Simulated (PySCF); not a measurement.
**C4H12FPSi2: density, localisation and related maps**

```yaml
atoms:
  - { symbol: C, position_ang: [3.3629, 0.2154, -0.1868] }
  - { symbol: C, position_ang: [2.3731, 0.2575, 0.6916] }
  - { symbol: Si, position_ang: [0.8044, 1.2875, 0.5080] }
  - { symbol: Si, position_ang: [-0.9611, -0.1906, 0.0124] }
  - { symbol: C, position_ang: [-0.7775, -1.0373, -1.6952] }
  - { symbol: P, position_ang: [-1.4331, -1.8761, 1.4529] }
  - { symbol: C, position_ang: [-2.6212, 0.8046, -0.0442] }
  - { symbol: F, position_ang: [-2.4348, 1.9778, -0.7515] }
  - { symbol: H, position_ang: [4.2373, -0.4037, -0.0528] }
  - { symbol: H, position_ang: [3.3433, 0.8086, -1.0867] }
  - { symbol: H, position_ang: [2.4539, -0.3620, 1.5778] }
  - { symbol: H, position_ang: [1.0207, 2.2905, -0.5389] }
  - { symbol: H, position_ang: [0.5949, 1.9888, 1.7862] }
  - { symbol: H, position_ang: [-0.7612, -0.3017, -2.4941] }
  - { symbol: H, position_ang: [0.1465, -1.6070, -1.7504] }
  - { symbol: H, position_ang: [-1.5992, -1.7240, -1.8883] }
  - { symbol: H, position_ang: [-1.2202, -1.1249, 2.5965] }
  - { symbol: H, position_ang: [-0.1360, -2.3558, 1.4601] }
  - { symbol: H, position_ang: [-3.4266, 0.2653, -0.5483] }
  - { symbol: H, position_ang: [-2.9714, 1.0979, 0.9486] }
```

Geometry: GFN2-xTB.

Theory: PySCF 2.14.0, PBE0/pcSseg-1, SCF density, gas phase, non-relativistic.

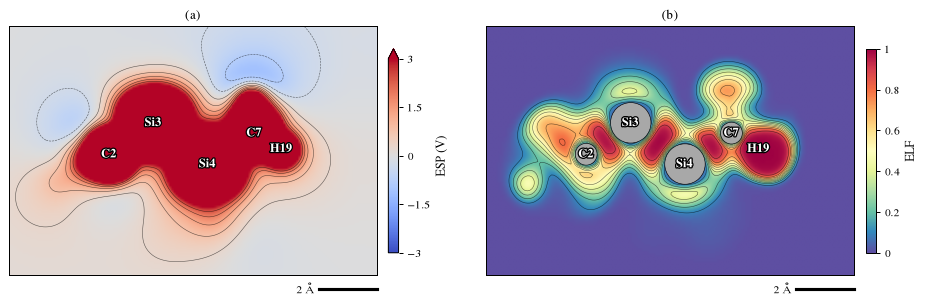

Figure 1. (a) electrostatic potential; (b) ELF on the plane of atoms C2, Si3 and Si4. Grey discs cover the atomic cores in the ELF map.

**Describe what can be read from this map.**

The section cuts through C, Si and H sites. C–Si (1.89 Å): the ELF peaks at about 0.95 between the atoms: a covalent bond. Si–Si (2.36 Å): the ELF peaks at about 1 between the atoms (a shared electron pair). C–H (1.09 Å): the ELF climbs to about 1 towards the hydrogen, as it does in any bond to H; an ordinary covalent bond to hydrogen. C–Si (1.94 Å): the ELF peaks at about 1 between the atoms: a covalent bond. Outside the dense part of the molecule the potential is most negative (−1.1 V) near F8, which lies off the plane.

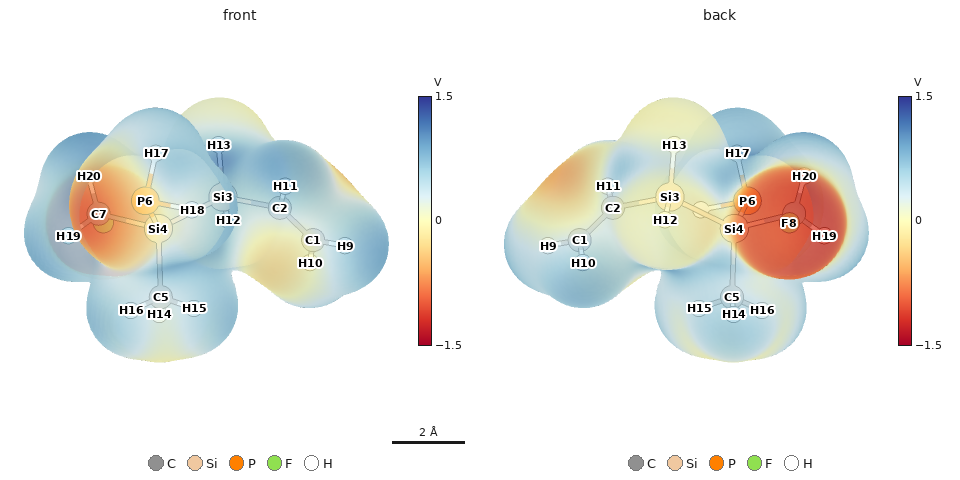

Figure 2. The electrostatic potential painted on the density surface at 0.002 e/bohr³, seen from the front and from behind; red is negative and blue positive.

**Which sites attract a positive test charge, and which a negative one?**

A positive charge is drawn to the negative regions and a negative charge to the positive ones. The most negative region (about −1.1 V) lies over F8, the most positive (about +1.0 V) over the C, H, P and Si atoms.
